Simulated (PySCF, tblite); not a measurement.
**C₇H₄NOS radical: geometry, infrared bands and EPR parameters**

Wanted: the infrared bands and EPR parameters of C₇H₄NOS radical (`Oc1[c]cc2sncc2c1`), by calculation.

Programs: tblite 0.8.0 and PySCF 2.14.0, with density-fitted response routines of our own. Each step states its level of theory. These are calculated values for one molecule in the gas phase, unless marked as measured. Atoms are numbered from 0 throughout.

**1. Starting geometry**

14 atoms, charge 0, multiplicity 2; geometry from: force field or distance geometry start.

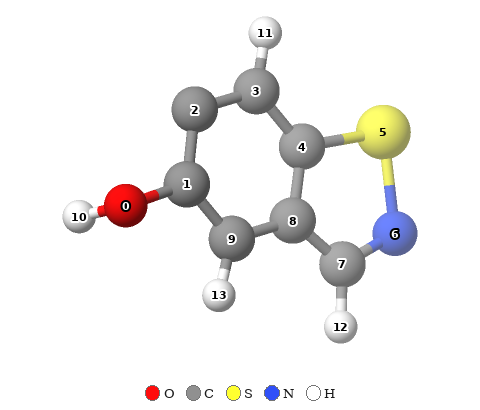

The starting geometry (oxygen red, carbon grey, sulfur yellow, nitrogen blue, hydrogen white), atoms numbered.

**2. Optimising the geometry with GFN2-xTB**

What the job is given:

```
{"job": {"kind": "relax", "xc": "GFN2-xTB", "basis": "xTB"}, "charge": 0, "multiplicity": 2}
O      2.949200    -0.548200    -0.247300
C      1.637400    -0.021800    -0.124700
C      1.551500     1.318500     0.151300
C      0.225400     1.794300     0.260800
C     -0.863500     0.926400     0.137000
S     -2.628500     1.379900     0.256600
N     -3.016600    -0.381500    -0.076100
C     -1.905100    -1.057100    -0.225500
C     -0.750200    -0.402700    -0.128400
C      0.563800    -0.875400    -0.248600
H      3.310400    -0.903300     0.636300
H      0.099100     2.841200     0.478300
H     -1.953400    -2.164600    -0.432100
H      0.779600    -1.906100    -0.459800
```

The run is started by

```
$ OMP_NUM_THREADS=1 python probes_run.py task.json out
```

This one command runs all jobs of the session in turn.

The program printed:

```text
step      E/eV     max force
  0    -737.56934    5.256
  1    -738.30323    2.466
  2    -738.54219    1.454
  3    -738.63372    0.689
  4    -738.66388    0.533
  5    -738.68934    0.243
  6    -738.69567    0.229
  7    -738.70060    0.154
  8    -738.70262    0.116
  9    -738.70443    0.118
 10    -738.70613    0.122
 11    -738.70788    0.102
 12    -738.70927    0.077
 13    -738.71009    0.061
 14    -738.71051    0.053
 15    -738.71081    0.038
 16    -738.71111    0.043
 17    -738.71136    0.039
 18    -738.71157    0.038
 19    -738.71178    0.041
 20    -738.71209    0.057
 21    -738.71259    0.075
 22    -738.71339    0.106
 23    -738.71471    0.180
 24    -738.71681    0.320
 25    -738.72148    0.341
 26    -738.73436    0.441
 27    -738.72250    2.031
 28    -738.75390    1.087
 29    -738.79801    1.368
 30    -738.72793    0.822
 31    -738.85616    0.363
 32    -738.87643    1.191
 33    -738.90315    0.984
 34    -738.94092    0.205
 35    -738.93364    1.198
 36    -738.95135    0.169
 37    -738.95376    0.123
 38    -738.95670    0.173
 39    -738.95769    0.117
 40    -738.95964    0.143
 41    -738.96096    0.129
 42    -738.96233    0.069
 43    -738.96300    0.072
 44    -738.96336    0.065
 45    -738.96368    0.057
 46    -738.96413    0.060
 47    -738.96462    0.049
 48    -738.96500    0.037
 49    -738.96522    0.033
 50    -738.96537    0.033
 51    -738.96550    0.036
 52    -738.96561    0.030
 53    -738.96573    0.030
 54    -738.96583    0.031
 55    -738.96592    0.026
 56    -738.96600    0.020
 57    -738.96608    0.023
 58    -738.96618    0.028
 59    -738.96628    0.027
 60    -738.96635    0.018
 61    -738.96639    0.018
 62    -738.96643    0.018
 63    -738.96647    0.017
 64    -738.96650    0.012
 65    -738.96651    0.011
 66    -738.96652    0.010
 67    -738.96654    0.011
 68    -738.96655    0.011
 69    -738.96656    0.008
```

It took 0.39 s on 1 thread of Arm Neoverse V2, shared host.

Along the way: (not every step is listed)

| step | energy from step 0 (eV) | largest force (eV/Å) |
| --- | --- | --- |
| 0 | 0.0000 | 5.2559 |
| 1 | -0.7339 | 2.4659 |
| 2 | -0.9728 | 1.4544 |
| 3 | -1.0644 | 0.6885 |
| 4 | -1.0945 | 0.5329 |
| 5 | -1.1200 | 0.2433 |
| 6 | -1.1263 | 0.2291 |
| 7 | -1.1313 | 0.1536 |
| 8 | -1.1333 | 0.1159 |
| 13 | -1.1408 | 0.0610 |
| 18 | -1.1422 | 0.0383 |
| 23 | -1.1454 | 0.1796 |
| 28 | -1.1846 | 1.0871 |
| 33 | -1.3338 | 0.9838 |
| 38 | -1.3874 | 0.1727 |
| 43 | -1.3937 | 0.0723 |
| 48 | -1.3957 | 0.0369 |
| 53 | -1.3964 | 0.0302 |
| 58 | -1.3968 | 0.0283 |
| 63 | -1.3971 | 0.0166 |
| 64 | -1.3972 | 0.0124 |
| 65 | -1.3972 | 0.0108 |
| 66 | -1.3972 | 0.0105 |
| 67 | -1.3972 | 0.0108 |
| 68 | -1.3972 | 0.0108 |
| 69 | -1.3972 | 0.0078 |

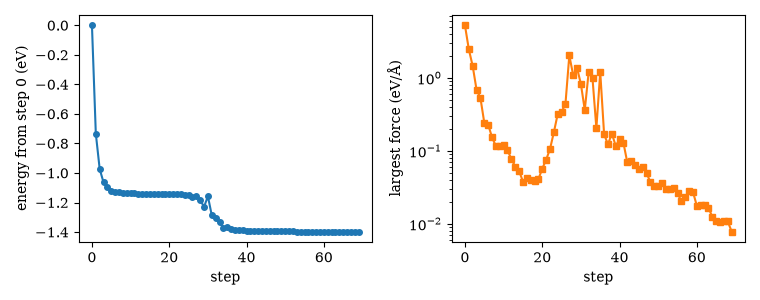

Energy and force, step by step.

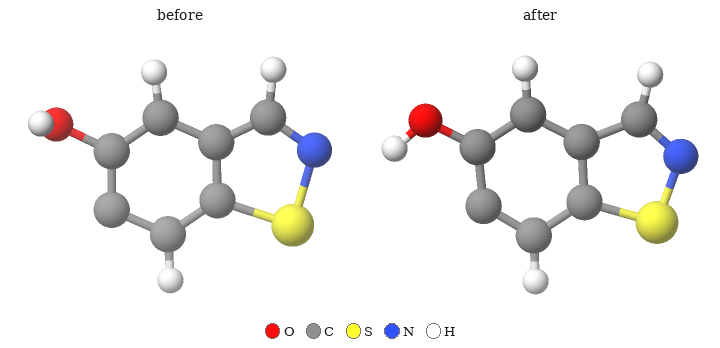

Before and after, at one scale.

Distances of close pairs at the start and the end, largest changes first:

| bond | before (Å) | after (Å) | change (Å) |
| --- | --- | --- | --- |
| S5–N6 | 1.834 | 1.641 | -0.194 |
| C7–C8 | 1.331 | 1.424 | +0.093 |
| C4–S5 | 1.826 | 1.740 | -0.087 |
| O0–C1 | 1.419 | 1.356 | -0.062 |
| C2–C3 | 1.413 | 1.351 | -0.062 |
| O0–H10 | 1.018 | 0.965 | -0.054 |
| C4–C8 | 1.360 | 1.412 | +0.052 |
| C7–H12 | 1.128 | 1.077 | -0.051 |

The end geometry stands in the next job.

**3. Harmonic vibrations with GFN2-xTB**

What the job is given:

```
{"job": {"kind": "ir", "xc": "GFN2-xTB", "basis": "xTB"}, "charge": 0, "multiplicity": 2}
O      2.914466    -0.774503    -0.024139
C      1.678441    -0.218736     0.030443
C      1.453397     1.126478     0.284262
C      0.257075     1.750770     0.353333
C     -0.858860     0.932486     0.145750
S     -2.554268     1.322238     0.149820
N     -3.005485    -0.220708    -0.177279
C     -1.995605    -1.025241    -0.292462
C     -0.705937    -0.445591    -0.120014
C      0.565089    -1.020280    -0.177838
H      3.581660    -0.097627     0.141197
H      0.148960     2.804706     0.552068
H     -2.181835    -2.063319    -0.508264
H      0.702223    -2.071147    -0.379042
```

The program printed:

```text
mode    cm-1     km/mol
  1     112.3      0.32
  2     197.9      0.02
  3     272.3      5.41
  4     310.5      1.40
  5     364.8      4.53
  6     365.2      2.48
  7     406.5    169.45
  8     436.0      2.13
  9     480.2      3.52
 10     529.9      1.24
 11     573.1     13.55
 12     632.7      2.90
 13     646.8      0.27
 14     683.9      0.02
 15     768.2     26.86
 16     798.0     10.66
 17     812.3     86.76
 18     814.9      5.40
 19     833.5     20.82
 20     945.5     77.52
 21    1021.5     14.11
 22    1111.6    189.15
 23    1141.1      1.77
 24    1178.5     49.63
 25    1200.9     15.33
 26    1264.2     45.73
 27    1339.8     15.81
 28    1380.0    317.56
 29    1447.0     35.00
 30    1476.6     21.35
 31    1519.4     50.82
 32    1600.5     75.96
 33    3092.0      4.79
 34    3095.2      4.39
 35    3116.6     13.40
 36    3521.6     43.88
```

It took 0.4 s on 1 thread of Arm Neoverse V2, shared host.

Which atoms move in the most intense modes:

| cm⁻¹ | km/mol | atoms |
| --- | --- | --- |
| 406 | 169.4 | H10 87 % |
| 812 | 86.8 | N6 35 %, C7 24 %, C3 10 % |
| 946 | 77.5 | C2 31 %, C9 16 %, H11 16 %, O0 14 % |
| 1112 | 189.2 | H10 37 %, H13 35 % |
| 1178 | 49.6 | H11 50 %, H13 14 % |
| 1380 | 317.6 | C1 37 %, C3 24 % |
| 1519 | 50.8 | C7 31 %, N6 21 %, C1 14 %, C9 13 % |
| 1600 | 76.0 | C2 34 %, C8 18 %, C9 16 %, C3 15 % |

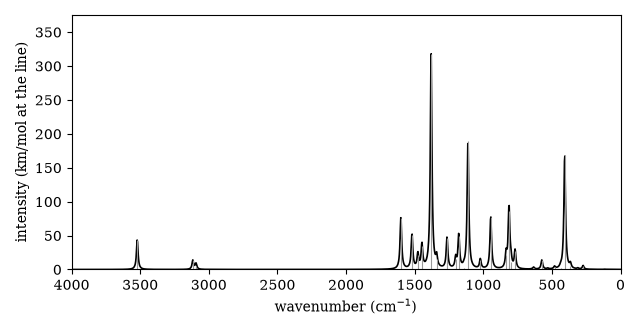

The infrared spectrum from these modes, unscaled. Lines are broadened to a width of 14 cm⁻¹ (Lorentzian).

**4. g tensor and hyperfine couplings: B3LYP/pcH-1**

Same as in step 3 but for these lines:

```diff
@@ -1,2 +1,2 @@
-{"job": {"kind": "ir", "xc": "GFN2-xTB", "basis": "xTB"}, "charge": 0, "multiplicity": 2}
+{"job": {"kind": "epr", "basis": "pcH-1"}, "charge": 0, "multiplicity": 2}
 O      2.914466    -0.774503    -0.024139
```

Level: UKS B3LYP, pcH-1 on C H N O S, non-relativistic, mean-field spin-orbit, GIAO.

The program printed:

```text
UKS, coarse grid
  cycle   1  E = -797.15215579  |g| = 4.96e-01
  cycle   2  E = -797.03702999  |g| = 7.44e-01
  cycle   3  E = -797.23542691  |g| = 1.18e-01
  cycle   4  E = -797.23999150  |g| = 6.75e-02
  cycle   5  E = -797.24218009  |g| = 2.28e-02
  cycle   6  E = -797.24241423  |g| = 6.91e-03
  cycle   7  E = -797.24244307  |g| = 2.76e-03
  cycle   8  E = -797.24244969  |g| = 1.74e-03
  cycle   9  E = -797.24245279  |g| = 1.15e-03
  cycle  10  E = -797.24245482  |g| = 4.29e-04
UKS, final grid
  cycle   1  E = -797.24245702  |g| = 4.42e-04
  cycle   2  E = -797.24245698  |g| = 7.81e-04
  cycle   3  E = -797.24245734  |g| = 1.62e-04
  cycle   4  E = -797.24245742  |g| = 1.36e-04
  cycle   5  E = -797.24245747  |g| = 6.33e-05
  cycle   6  E = -797.24245747  |g| = 1.41e-05
E = -797.24245747 Eh   <S^2> = 0.7573 (exact 0.7500)
g shifts (ppm)      1          2          3
  rmc          -160       -160       -160
  gc             10         29         -5
  oz_so         -67        194        765
  total        -217         63        599
hyperfine (MHz)  atom isotope    a_iso     a_fc   dipolar eigenvalues
    0   17O     -10.27     -10.25     -6.35      1.90      4.45
    1   13C       1.89       1.91    -13.29     -5.26     18.55
    2   13C     362.36     362.41    -78.67    -61.14    139.80
    3   13C       8.82       8.84    -14.02     -0.60     14.62
    4   13C      56.67      56.69     -5.50     -2.44      7.94
    5   33S       0.66       0.64     -1.60     -1.14      2.74
    6   14N      -0.44      -0.44     -1.91      0.22      1.70
    7   13C       4.73       4.74     -0.73     -0.19      0.92
    8   13C      -4.45      -4.46     -4.75      1.24      3.51
    9   13C      30.60      30.62     -4.78     -1.20      5.98
   10    1H      -0.45      -0.45     -6.62     -3.92     10.54
   11    1H      64.94      64.94     -6.57     -5.49     12.07
   12    1H      -0.39      -0.39     -0.65     -0.56      1.21
   13    1H      24.88      24.88     -2.75     -1.89      4.64
```

It took 98 s on 1 thread of Arm Neoverse V2, shared host; peak memory 1.1 GiB.

Principal g values 2.00210, 2.00238, 2.00292; g(iso) = 2.00247, against 2.00232 for a free electron.

Hyperfine couplings, nucleus by nucleus at this fixed geometry (no averaging over rotations):

| nuclei | isotope | a(iso) (MHz) | a(iso) (G, at g = 2.0023) | largest dipolar term (MHz) |
| --- | --- | --- | --- | --- |
| C2 | 13C | 362.4 | 129.3 | 139.8 |
| H11 | 1H | 64.9 | 23.2 | 12.1 |
| C4 | 13C | 56.7 | 20.2 | 7.9 |
| C9 | 13C | 30.6 | 10.9 | 6.0 |
| H13 | 1H | 24.9 | 8.9 | 4.6 |
| O0 | 17O | -10.3 | -3.7 | -6.3 |
| C3 | 13C | 8.8 | 3.1 | 14.6 |
| C7 | 13C | 4.7 | 1.7 | 0.9 |
| C8 | 13C | -4.5 | -1.6 | -4.8 |
| C1 | 13C | 1.9 | 0.7 | 18.6 |
| S5 | 33S | 0.7 | 0.2 | 2.7 |
| H10 | 1H | -0.5 | -0.2 | 10.5 |
| N6 | 14N | -0.4 | -0.2 | -1.9 |
| H12 | 1H | -0.4 | -0.1 | 1.2 |

Mulliken spin populations:

O0 0.01; C1 -0.06; C2 1.01; C3 -0.08; C4 0.06; S5 0.01; N6 -0.01; C7 0.01; C8 -0.03; C9 0.04; H10 0.01; H11 0.02; H12 0.00; H13 0.01

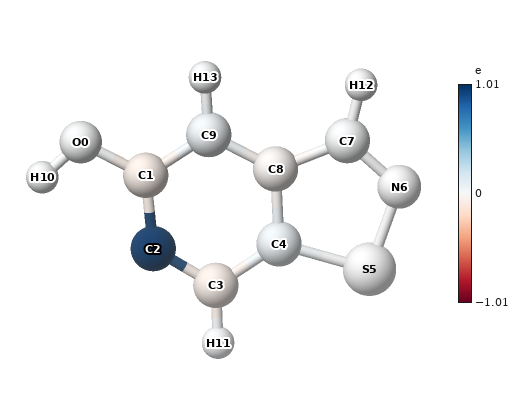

Mulliken spin populations, as colours on the atoms.

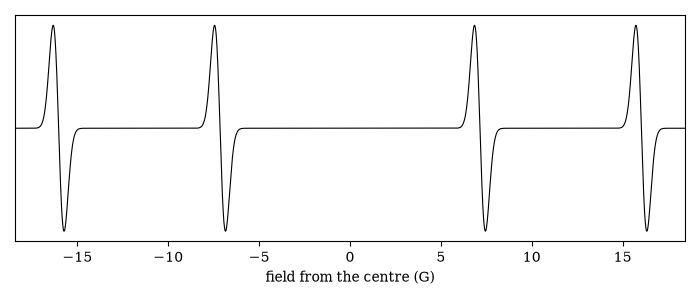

First-order isotropic spectrum (first derivative, main isotopes with spin only, couplings over 0.8 MHz, Gaussian width 0.3 G; couplings of the frozen geometry, rotation of groups not averaged beyond the rows shown).

Orbitals, density, ELF and potential are computed afterwards from the orbital file.

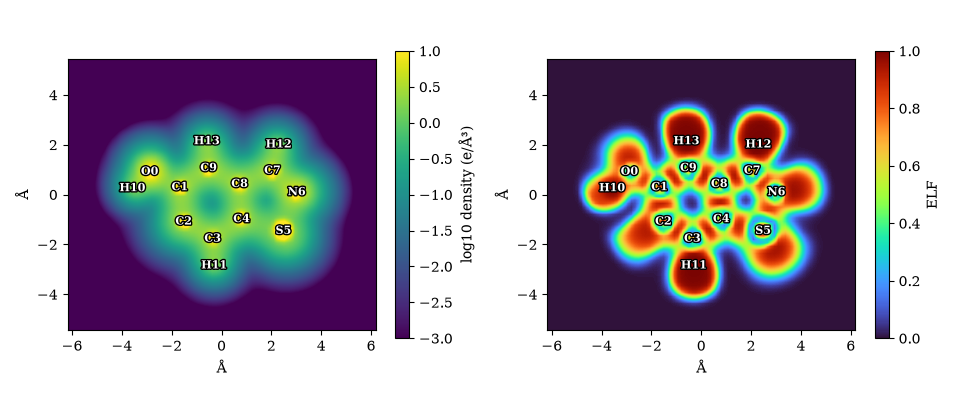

Density (left) and ELF (right) in a plane through or near 14 of the atoms.

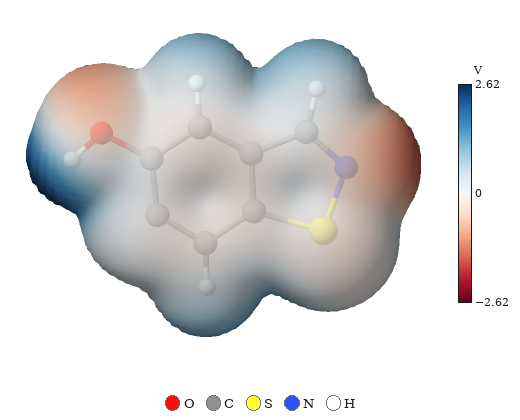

The potential that a unit positive charge feels on the 0.002 e/bohr³ surface, from -1.55 V near N6 to 2.62 V near H10.

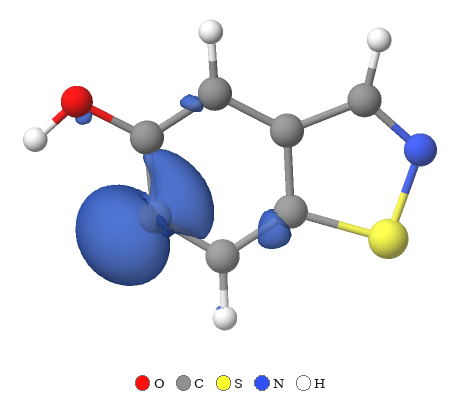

Spin density at ±0.05 e/Å³ (alpha excess blue, beta excess red).

**5. Summary of results**

```
                                 quantity                  value
strongest single infrared mode (GFN2-xTB)  1380 cm⁻¹, 318 km/mol
             zero-point energy (GFN2-xTB)          56.5 kcal/mol
                           g(iso) (B3LYP)                2.00247
                                     ⟨S²⟩     0.757 (exact 0.75)
                           largest a(iso)   13C on C2, 362.4 MHz
    surface potential, least and greatest     -1.55 V and 2.62 V
```

What this shows: The optimisation took 69 steps and gained 1.397 eV; among the close pairs (by a distance rule), S5–N6 changed most, from 1.834 to 1.641 Å. All 36 modes are real, so the xTB geometry is a minimum. The strongest single mode, at 1380 cm⁻¹, is spread over many atoms; the largest shares are those of C1, C3. GFN2-xTB is a fitted tight-binding method: band positions and strengths are rough. Its intensities can rank the bands wrongly. C2 carries the largest spin population, 1.01 e. The isotropic g lies 0.1 ppt above the free-electron value.
